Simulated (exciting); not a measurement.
# LiCaF3: the F K edge from the Bethe–Salpeter equation, part 2 of 2

Aim: the F K absorption edge of LiCaF3 with the electron–hole interaction treated explicitly, and what each term of the kernel does.

exciting sodium; X-ray absorption, core-level Bethe-Salpeter equation, exchange and statically screened direct term, Tamm-Dancoff, all-electron LAPW+lo LDA.

So far. Step 3 (A richer basis for the empty states): Against the first ground state the total energy moves by -6 meV an atom and the gap by -0.01 eV.

**4. Screening, kernels and BSE for F atom 2**

The absorber has 2 Li at 1.88 Å (linear, site symmetry 4/mmm).

input.xml

```
<input>
  <title>LiCaF3</title>
  <structure speciespath="." autormt="false" epslat="1.0e-5">
    <crystal>
      <basevect>7.1077210466 0.0000000000 0.0000000000</basevect>
      <basevect>0.0000000000 7.1077210466 0.0000000000</basevect>
      <basevect>0.0000000000 0.0000000000 7.1077210466</basevect>
    </crystal>
    <species speciesfile="Ca.xml" rmt="2.408">
      <atom coord="0.0000000000 0.0000000000 0.0000000000"/>
    </species>
    <species speciesfile="F.xml" rmt="1.587">
      <atom coord="0.5000000000 0.0000000000 0.5000000000"/>
      <atom coord="0.5000000000 0.5000000000 0.0000000000"/>
      <atom coord="0.0000000000 0.5000000000 0.5000000000"/>
    </species>
    <species speciesfile="Li.xml" rmt="1.860">
      <atom coord="0.5000000000 0.5000000000 0.5000000000"/>
    </species>
  </structure>
  <groundstate do="skip" xctype="LDA_PW" ngridk="4 4 4" rgkmax="7" gmaxvr="14" nempty="8" swidth="0.001" maxscl="100" epsengy="1e-5"/>
  <xs xstype="BSE" ngridk="4 4 4" ngridq="4 4 4" vkloff="0.097 0.273 0.493" rgkmax="7" nempty="29" gqmax="3" lmaxapwwf="5" lmaxemat="2" broad="0.01654" tevout="true">
    <energywindow intv="23.559 25.176" points="439"/>
    <screening screentype="full" nempty="48"/>
    <BSE xas="true" xasspecies="2" xasatom="1" xasedge="K" bsetype="singlet" nstlxas="1 25"/>
    <qpointset>
      <qpoint>0 0 0</qpoint>
    </qpointset>
    <plan>
      <doonly task="xsgeneigvec"/>
      <doonly task="writepmatxs"/>
      <doonly task="scrgeneigvec"/>
      <doonly task="scrwritepmat"/>
      <doonly task="screen"/>
      <doonly task="scrcoulint"/>
      <doonly task="exccoulint"/>
    </plan>
  </xs>
</input>
```

input.xml for the last start (plan only)

```
  <plan>
    <doonly task="bse"/>
  </plan>
```

Launch:

```
$ OMP_NUM_THREADS=1 mpirun -n 4 exciting
$ OMP_NUM_THREADS=4 exciting
```

Numbers of over 12 decimals in the logs are rounded to 6 here.

Output:

```text
| EXCITING SODIUM started for task xsgeneigvec ( 301)                          =
One-shot GS runs for BSE calculations
One-shot GS runs for k+qmt/2 grids
Info(xsgeneigvec): Generating eigenvectors for Q-point      1
Info(xsgeneigvec): Generation of eigenvectors finished
| EXCITING SODIUM started for task writepmatxs ( 320)                          =
Info(writepmatxs): Momentum matrix elements finished
| EXCITING SODIUM started for task scrgeneigvec ( 401)                         =
One-shot GS runs for BSE calculations
One-shot GS runs for k+qmt/2 grids
Info(xsgeneigvec): Generating eigenvectors for Q-point      1
Using screening GS parameters.
Info(xsgeneigvec): Generation of eigenvectors finished
| EXCITING SODIUM started for task scrwritepmat ( 420)                         =
Info(writepmatxs): Momentum matrix elements finished
Info(scrwritepmat): Momentum matrix elements for screening finished
| EXCITING SODIUM started for task screen ( 430)                               =
Info(screenlauncher): Calculating screening for unshifted q-grid.
Info(screenlauncher): Number of q points:      10
Info(screenlauncher): lowest (partially)  unoccupied state:     18
Info(screenlauncher): highest (partially) occupied state  :     17
Info(screenlauncher): number of occupied states considered:   17
Info(screenlauncher): number of unoccupied states considered:   49
Info(screenlauncher): Starting loop over q-points
Info(screenlauncher): Screening for unshifted q-grid finished
Info(screenlauncher): Screening finished
| EXCITING SODIUM started for task scrcoulint ( 440)                           =
Info(scrcoulintlauncher): Setting up screened Coulomb interaction matrix W.
Info(scrcoulintlauncher): Using momentum transfer vectors from list :   1 to  1
Info(scrcoulintlauncher): Calculating screened Coulomb interaction matrix W
Info(scrcoulintlauncher): Momentum transfer list index: iqmt=  1
Info(scrcoulintlauncher): Momentum transfer: vqmtl=   0.000   0.000   0.000
Info(scrcoulintlauncher): Calculating RR block of W
Info(scrcoulint): Inspecting occupations...
Info(setranges_modxs): Number of non-reduced k-points:       64
Info(setranges_modxs): Number of states considered:       47
Info(setranges_modxs): Number of (partially) occupied states:        2
Info(setranges_modxs): Highest (partially) occupied states:       17
Info(setranges_modxs): Number of (partially) unoccupied states:       30
Info(setranges_modxs): Lowest (partially) unoccupied states:       18
Info(scrcoulint): Selecting transitions...
Info(select_transitions): Inspecting transitions in the  band interval:
  lowest occupied state:   1
  highest occupied state:   2
  lowest unoccupied state:  18
  highest unoccupied state:  42
  Opening gap with a scissor of:      0.000/H      0.000/eV
Info(select_transitions): Number of participating transitions:    3200
Info(scrcoulint): Size of file SCCLI will be about     0.077486 GB
Info(scrcoulint): Using q-grid
Info(scrcoulint): Number of reduced q-points:     10
Info(scrcoulint): Number of non-reduced q-points:     64
Info(scrcoulint): Calculating W(G1,G2,qr) fourier coefficients
Info(scrcoulint): Calculating W matrix elements
Info(scrcoulintlauncher): Screened coulomb interaction finished for iqmt=   1
| EXCITING SODIUM started for task exccoulint ( 441)                           =
Info(exccoulintlauncher): Setting up exchange interaction matrix V.
Info(exccoulintlauncher): Using momentum transfer vectors from list :   1 to  1
Info(exccoulintlauncher):Calculating exchange interaction matrix V
Info(exccoulintlauncher): Momentum transfer list index: iqmt=  1
Info(exccoulintlauncher): Momentum transfer: vqmtl=   0.000   0.000   0.000
Info(exccoulintlauncher): Calculating RR block of V
Info(exccoulint): Inspecting occupations...
Info(setranges_modxs): Number of non-reduced k-points:       64
Info(setranges_modxs): Number of states considered:       47
Info(setranges_modxs): Number of (partially) occupied states:        2
Info(setranges_modxs): Highest (partially) occupied states:       17
Info(setranges_modxs): Number of (partially) unoccupied states:       30
Info(setranges_modxs): Lowest (partially) unoccupied states:       18
Info(exccoulint): Selecting transitions...
Info(select_transitions): Inspecting transitions in the  band interval:
  lowest occupied state:   1
  highest occupied state:   2
  lowest unoccupied state:  18
  highest unoccupied state:  42
  Opening gap with a scissor of:      0.000/H      0.000/eV
Info(select_transitions): Number of participating transitions:    3200
Info(exccoulint): Size of file EXCLI will be about     0.077486 GB
Info(exccoulint): Generating plane wave matrix elements for momentum transfer iqmt=   1
  Timing (in seconds)	   :     489.143
Info(exccoulint): Generating V matrix elements
Info(exccoulint): Zeroing Coulomb potential at G+qmt index:  1
Info(exccoulintlauncher): Exchange interaction finished for iqmt=   1
| EXCITING SODIUM started for task bse ( 445)                                  =
Info(bselauncher): Init time:    1.275143
Info(bselauncher): Setting up and diagonalizing BSE Hamiltonian.
Info(bselauncher): Using momentum transfer vectors from list :   1 to  1
Info(bselauncher): Distributing qmt-points over   1 processes.
Info(bselauncher): BSE type: singlet
Info(bselauncher): Momentum transfer list index: iqmt=  1
Info(bselauncher): Momentum transfer: vqmtl=   0.000   0.000   0.000
Info(bse): Inspecting occupations...
Info(setranges_modxs): Number of non-reduced k-points:       64
Info(setranges_modxs): Number of states considered:       47
Info(setranges_modxs): Number of (partially) occupied states:        2
Info(setranges_modxs): Highest (partially) occupied states:       17
Info(setranges_modxs): Number of (partially) unoccupied states:       30
Info(setranges_modxs): Lowest (partially) unoccupied states:       18
Info(select_transitions): Inspecting transitions in the  band interval:
  lowest occupied state:   1
  highest occupied state:   2
  lowest unoccupied state:  18
  highest unoccupied state:  42
  Opening gap with a scissor of:      0.000/H      0.000/eV
Info(select_transitions): Number of participating transitions:    3200
Info(bse): Selecting transitions...
Info(bse):bsegap (eV):   653.297234
Info(bse): Assembling BSE matrix
  RR/RA blocks of global BSE-Hamiltonian:
  Size of the Hamiltonian:    3200
  Number of k-points:      64
  Distributing matrix to   1 processes
  Local matrix shape   3200 x  3200
Info(bse): max local RAM needed for BSE matrices ~     0.152588 GB
Info(setup_bse_block): Setting up RR part of hamiltonian
Info(setup_bse_block): Singlet spin state
Info(bse): Diagonalizing RR Hamiltonian (TDA)
Info(bse): Invoking Lapack routine ZHEEVR
      3200 eigen solutions found in the interval:
         i1=       1 i2=    3200
Info(bse): Writing excition energies and oscillator strengths to text file.
Info(makespectrum_dist): Making spectrum using formula for coupling with time reversed AR basis.
Info(makespectrum_dist): Using formalism for vanishing momentum transfer.
Info(writederived): Writing quantities derived from the macroscopic dielectric function.
Info(bselauncher): Spectrum finished for iqmt=  1
Info(bselauncher): All done for BSE type singlet
```

It took 26 min on 4 MPI ranks of Intel Xeon at 2.50GHz (Skylake/Cascade Lake), shared host.

Wall time by task: xsgeneigvec 26 s, writepmatxs 22 s, scrgeneigvec 25 s, scrwritepmat 13 s, screen 4.6 min, scrcoulint 10 min, exccoulint 8.2 min, bse 61 s.

The F K spectrum of F atom 2 (energy from the Kohn–Sham onset, core level to the lowest empty state found on the meshes used, 653.09 eV; the ground-state mesh sets it, and the shifted mesh has its lowest transition 0.21 eV above it; Im ε scaled to the maximum of the singlet run; cut below the end of the band set):

| E (eV) | Im ε |
| --- | --- |
| -5.0 | 0.02 |
| -4.0 | 0.04 |
| -3.0 | 0.08 |
| -2.0 | 0.33 |
| -1.0 | 0.78 |
| 0.0 | 0.39 |
| 1.0 | 0.21 |
| 2.0 | 0.25 |
| 3.0 | 0.27 |
| 4.0 | 0.26 |
| 5.0 | 0.34 |
| 6.0 | 0.46 |
| 7.0 | 0.95 |
| 8.0 | 0.46 |
| 9.0 | 0.24 |
| 10.0 | 0.15 |
| 11.0 | 0.11 |
| 12.0 | 0.09 |
| 13.0 | 0.17 |
| 14.0 | 0.15 |
| 15.0 | 0.13 |
| 16.0 | 0.23 |
| 17.0 | 0.18 |
| 18.0 | 0.12 |
| 19.0 | 0.10 |
| 20.0 | 0.09 |

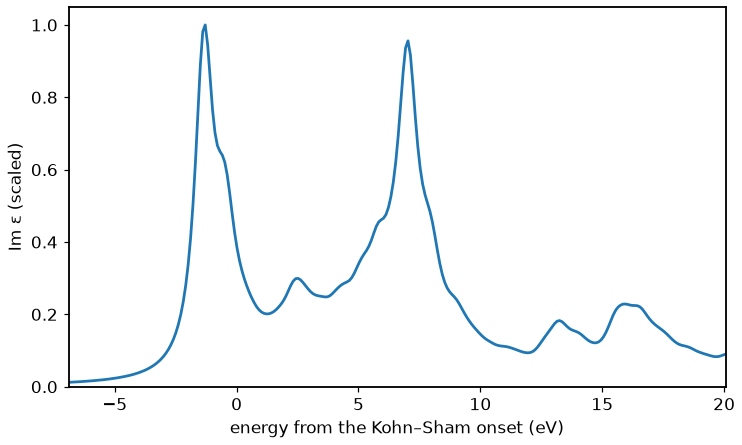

The F K edge of F atom 2.

Maxima (height): -1.3 eV (1.00), 2.5 eV (0.30), 7.0 eV (0.96), 13.2 eV (0.18) and 16.0 eV (0.23).

The Hamiltonian has 3200 rows. The lowest groups of eigenvalues and the brightest ones, on the scale above (the program counts from the shifted mesh's onset, 0.21 eV higher). Core spinors bring spin-forbidden partners, so dark means forbidden by spin or by symmetry, and the shifted mesh splits states that symmetry would keep together:

| energy (eV) | states within 10 meV | relative strength |
| --- | --- | --- |
| -1.784 | 2 | dark |
| -1.480 | 2 | dark |
| -1.372 | 1 | dark |
| -1.357 | 1 | dark |
| -1.345 | 1 | 0.73 |
| -1.330 | 1 | 0.76 |
| -0.382 | 2 | 0.15 |
| 5.191 | 2 | 0.14 |
| 5.811 | 1 | 0.15 |
| 7.020 | 3 | 1.00 |
| 8.010 | 2 | 0.17 |

**5. Independent particles**

input.xml, as its differences from that of step 4:

```diff
@@ -24,3 +24,3 @@
     <screening screentype="full" nempty="48"/>
-    <BSE xas="true" xasspecies="2" xasatom="1" xasedge="K" bsetype="singlet" nstlxas="1 25"/>
+    <BSE xas="true" xasspecies="2" xasatom="1" xasedge="K" bsetype="IP" nstlxas="1 25"/>
     <qpointset>
@@ -29,9 +29,3 @@
     <plan>
-      <doonly task="xsgeneigvec"/>
-      <doonly task="writepmatxs"/>
-      <doonly task="scrgeneigvec"/>
-      <doonly task="scrwritepmat"/>
-      <doonly task="screen"/>
-      <doonly task="scrcoulint"/>
-      <doonly task="exccoulint"/>
+      <doonly task="bse"/>
     </plan>
```

Launch:

```
$ OMP_NUM_THREADS=4 exciting
```

Output:

```text
| EXCITING SODIUM started for task bse ( 445)                                  =
Info(bselauncher): Init time:    1.330400
Info(bselauncher): Setting up and diagonalizing BSE Hamiltonian.
Info(bselauncher): Using momentum transfer vectors from list :   1 to  1
Info(bselauncher): Distributing qmt-points over   1 processes.
Info(bselauncher): BSE type: IP
Info(bselauncher): Momentum transfer list index: iqmt=  1
Info(bselauncher): Momentum transfer: vqmtl=   0.000   0.000   0.000
Info(bse): Inspecting occupations...
Info(setranges_modxs): Number of non-reduced k-points:       64
[...]
highest unoccupied state:  42
  Opening gap with a scissor of:      0.000/H      0.000/eV
Info(select_transitions): Number of participating transitions:    3200
Info(bse): Selecting transitions...
Info(bse):bsegap (eV):   653.297234
Info(bse): IP requested, nothing much to do
Info(bse): Writing excition energies and oscillator strengths to text file.
Info(makespectrum_dist): Making spectrum using formula for coupling with time reversed AR basis.
Info(makespectrum_dist): Using formalism for vanishing momentum transfer.
Info(writederived): Writing quantities derived from the macroscopic dielectric function.
Info(bselauncher): Spectrum finished for iqmt=  1
Info(bselauncher): All done for BSE type IP
```

Elapsed: 3 s, on 4 threads.

Maxima (height): 2.1 eV (0.43), 7.0 eV (0.28), 10.7 eV (0.54), 12.3 eV (0.76) and 18.9 eV (0.31); 2 lower ones aren't listed. Against the singlet run the r.m.s. difference is 89 %. Moving the earlier curve by +3.6 eV leaves 51 %. The highest maximum lies at 12.3 eV (0.76), against -1.3 eV (1.00).

**6. Exchange alone**

input.xml, as its differences from that of step 5:

```diff
@@ -24,3 +24,3 @@
     <screening screentype="full" nempty="48"/>
-    <BSE xas="true" xasspecies="2" xasatom="1" xasedge="K" bsetype="IP" nstlxas="1 25"/>
+    <BSE xas="true" xasspecies="2" xasatom="1" xasedge="K" bsetype="RPA" nstlxas="1 25"/>
     <qpointset>
```

Launch:

```
$ OMP_NUM_THREADS=4 exciting
```

Output:

```text
| EXCITING SODIUM started for task bse ( 445)                                  =
Info(bselauncher): Init time:    1.563432
Info(bselauncher): Setting up and diagonalizing BSE Hamiltonian.
Info(bselauncher): Using momentum transfer vectors from list :   1 to  1
Info(bselauncher): Distributing qmt-points over   1 processes.
Info(bselauncher): BSE type: RPA
Info(bselauncher): Momentum transfer list index: iqmt=  1
Info(bselauncher): Momentum transfer: vqmtl=   0.000   0.000   0.000
Info(bse): Inspecting occupations...
Info(setranges_modxs): Number of non-reduced k-points:       64
[...]
Info(setup_bse_block): Setting up RR part of hamiltonian
Info(setup_bse_block): Using RPA approximation
Info(bse): Diagonalizing RR Hamiltonian (TDA)
Info(bse): Invoking Lapack routine ZHEEVR
      3200 eigen solutions found in the interval:
         i1=       1 i2=    3200
Info(bse): Writing excition energies and oscillator strengths to text file.
Info(makespectrum_dist): Making spectrum using formula for coupling with time reversed AR basis.
Info(makespectrum_dist): Using formalism for vanishing momentum transfer.
Info(writederived): Writing quantities derived from the macroscopic dielectric function.
Info(bselauncher): Spectrum finished for iqmt=  1
Info(bselauncher): All done for BSE type RPA
```

The job ended after 63 s (4 threads).

Maxima (height): 2.1 eV (0.42), 7.0 eV (0.27), 10.7 eV (0.52), 12.3 eV (0.78) and 18.9 eV (0.31); 2 lower ones aren't listed. The spectrum differs from the independent-particle run by 3 % r.m.s.

**7. Local-field cutoff**

Changed against the first singlet run: cutoff of the screened term (bohr⁻¹) from 3 to 4.

input.xml, as its differences from that of step 6:

```diff
@@ -21,6 +21,6 @@
   <groundstate do="skip" xctype="LDA_PW" ngridk="4 4 4" rgkmax="7" gmaxvr="14" nempty="8" swidth="0.001" maxscl="100" epsengy="1e-5"/>
-  <xs xstype="BSE" ngridk="4 4 4" ngridq="4 4 4" vkloff="0.097 0.273 0.493" rgkmax="7" nempty="29" gqmax="3" lmaxapwwf="5" lmaxemat="2" broad="0.01654" tevout="true">
+  <xs xstype="BSE" ngridk="4 4 4" ngridq="4 4 4" vkloff="0.097 0.273 0.493" rgkmax="7" nempty="29" gqmax="4" lmaxapwwf="5" lmaxemat="2" broad="0.01654" tevout="true">
     <energywindow intv="23.559 25.176" points="439"/>
     <screening screentype="full" nempty="48"/>
-    <BSE xas="true" xasspecies="2" xasatom="1" xasedge="K" bsetype="RPA" nstlxas="1 25"/>
+    <BSE xas="true" xasspecies="2" xasatom="1" xasedge="K" bsetype="singlet" nstlxas="1 25"/>
     <qpointset>
@@ -29,3 +29,5 @@
     <plan>
-      <doonly task="bse"/>
+      <doonly task="xsgeneigvec"/>
+      <doonly task="screen"/>
+      <doonly task="scrcoulint"/>
     </plan>
```

input.xml for the exchange start (cutoff and plan only)

```
  gqmax="3"
  <plan>
    <doonly task="exccoulint"/>
  </plan>
```

input.xml for the last start (plan only)

```
  <plan>
    <doonly task="bse"/>
  </plan>
```

Launch:

```
$ OMP_NUM_THREADS=1 mpirun -n 4 exciting
$ OMP_NUM_THREADS=1 mpirun -n 4 exciting
$ OMP_NUM_THREADS=4 exciting
```

Output:

```text
| EXCITING SODIUM started for task xsgeneigvec ( 301)                          =
One-shot GS runs for BSE calculations
One-shot GS runs for k+qmt/2 grids
Info(xsgeneigvec): Generating eigenvectors for Q-point      1
Info(xsgeneigvec): Generation of eigenvectors finished
| EXCITING SODIUM started for task screen ( 430)                               =
Info(screenlauncher): Calculating screening for unshifted q-grid.
Info(screenlauncher): Number of q points:      10
Info(screenlauncher): lowest (partially)  unoccupied state:     18
[...]
Info(setup_bse_block): Setting up RR part of hamiltonian
Info(setup_bse_block): Singlet spin state
Info(bse): Diagonalizing RR Hamiltonian (TDA)
Info(bse): Invoking Lapack routine ZHEEVR
      3200 eigen solutions found in the interval:
         i1=       1 i2=    3200
Info(bse): Writing excition energies and oscillator strengths to text file.
Info(makespectrum_dist): Making spectrum using formula for coupling with time reversed AR basis.
Info(makespectrum_dist): Using formalism for vanishing momentum transfer.
Info(writederived): Writing quantities derived from the macroscopic dielectric function.
Info(bselauncher): Spectrum finished for iqmt=  1
Info(bselauncher): All done for BSE type singlet
```

Elapsed: 31 min, on 4 MPI ranks.

The spectrum differs from the singlet run by 13 % r.m.s. The highest maximum lies at -1.4 eV (1.07), against -1.3 eV (1.00). The first bright state moves from -1.35 to -1.41 eV. The kernels miss the short-range part of the Coulomb interaction, its components above their cutoff.

```csv
E (eV),first run,this run
-5.0,0.02,0.02
-4.0,0.04,0.04
-3.0,0.08,0.09
-2.0,0.33,0.40
-1.0,0.78,0.76
0.0,0.39,0.37
1.0,0.21,0.21
2.0,0.25,0.26
3.0,0.27,0.27
4.0,0.26,0.28
5.0,0.34,0.37
6.0,0.46,0.54
7.0,0.95,0.85
8.0,0.46,0.38
9.0,0.24,0.22
10.0,0.15,0.13
11.0,0.11,0.11
12.0,0.09,0.09
13.0,0.17,0.17
14.0,0.15,0.14
15.0,0.13,0.13
16.0,0.23,0.22
17.0,0.18,0.17
18.0,0.12,0.11
19.0,0.10,0.09
20.0,0.09,0.08
```

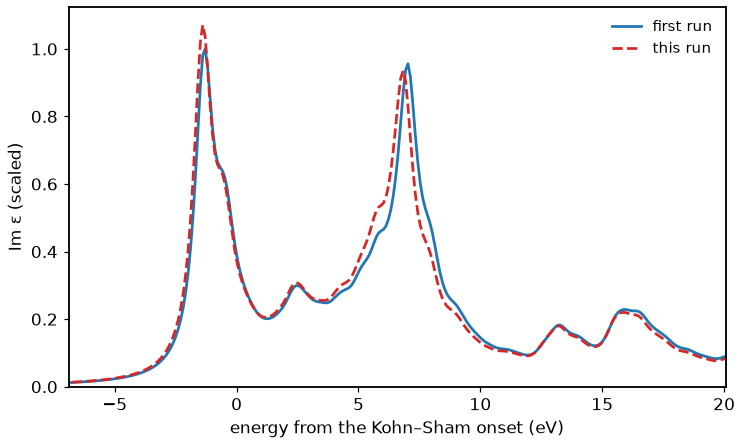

This run beside the first singlet run.

**8. From independent particles to the full kernel**

| level | curve passes 0.15 (eV) | highest maximum (eV) | its height |
| --- | --- | --- | --- |
| IP | 0.7 | 12.3 | 0.76 |
| RPA | 0.8 | 12.3 | 0.78 |
| singlet | -2.4 | -1.3 | 1.00 |

| E (eV) | IP | RPA | singlet |
| --- | --- | --- | --- |
| -5.0 | 0.01 | 0.01 | 0.02 |
| -4.0 | 0.01 | 0.01 | 0.04 |
| -3.0 | 0.01 | 0.01 | 0.08 |
| -2.0 | 0.02 | 0.01 | 0.33 |
| -1.0 | 0.03 | 0.02 | 0.78 |
| 0.0 | 0.06 | 0.06 | 0.39 |
| 1.0 | 0.22 | 0.21 | 0.21 |
| 2.0 | 0.42 | 0.41 | 0.25 |
| 3.0 | 0.19 | 0.19 | 0.27 |
| 4.0 | 0.20 | 0.19 | 0.26 |
| 5.0 | 0.24 | 0.24 | 0.34 |
| 6.0 | 0.21 | 0.21 | 0.46 |
| 7.0 | 0.28 | 0.27 | 0.95 |
| 8.0 | 0.25 | 0.25 | 0.46 |
| 9.0 | 0.28 | 0.27 | 0.24 |
| 10.0 | 0.44 | 0.44 | 0.15 |
| 11.0 | 0.52 | 0.50 | 0.11 |
| 12.0 | 0.70 | 0.68 | 0.09 |
| 13.0 | 0.38 | 0.41 | 0.17 |
| 14.0 | 0.19 | 0.19 | 0.15 |
| 15.0 | 0.20 | 0.20 | 0.13 |
| 16.0 | 0.15 | 0.16 | 0.23 |
| 17.0 | 0.22 | 0.22 | 0.18 |
| 18.0 | 0.30 | 0.30 | 0.12 |
| 19.0 | 0.31 | 0.31 | 0.10 |
| 20.0 | 0.24 | 0.25 | 0.09 |

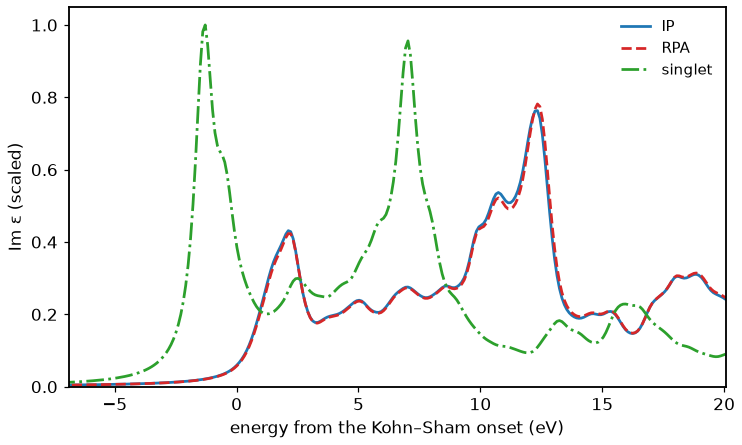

The spectrum at each level.

**9. Summary of results**

```yaml
absorber_and_edge: F K, atom 2
surroundings: 2 Li at 1.88 Å (linear, site symmetry 4/mmm)
first_bright_state: -1.35 eV from the Kohn–Sham onset, on this mesh
highest_maximum: -1.3 eV
cost_of_the_bse_run: 26 min on 4 MPI ranks of Intel Xeon at 2.50GHz (Skylake/Cascade Lake), shared host; the last task ran on as many threads
```

Is a core exciton bound? Yes on this mesh: the first bright state (over 5 % of the brightest) lies at -1.35 eV from the Kohn–Sham onset and at -1.56 eV from the lowest bare transition of its own mesh; weaker or dark states reach down to -1.78 eV. Changing the cutoff of the screened term (bohr⁻¹) from 3 to 4 alters the spectrum by 13 % r.m.s. Exchange alone changes the independent-particle spectrum by 3 % r.m.s. A mesh of 64 points doesn't converge binding energies, and fine structure above the first lines is partly noise of the mesh. The kernel cutoff is low for a compact core orbital, so the effect of exchange is a lower bound. The zero comes from the unshifted 4×4×4 ground-state mesh; it is exact only where the band minimum lies on that mesh. The Kohn–Sham onset, 653 eV, is no photon energy: the scale needs a rigid shift. Bands and screening come from semilocal DFT, whose small gap overscreens. Vibrations and energy-dependent lifetimes are left out. The structure is a Materials Project entry, computed there, and may be a hypothetical form.

[Banner, clock and machine lines of the logs are left out without a mark of their own.]

[Logs are printed without paths, hosts, clocks, repeated set-up lines and the standing remarks that a program may print on its own settings, such as how far it seeks lower states.]

[Hosts, paths, dates, database ids (printed as entryN), source tags and the programs' standing remarks are cut or masked in the printed files.]
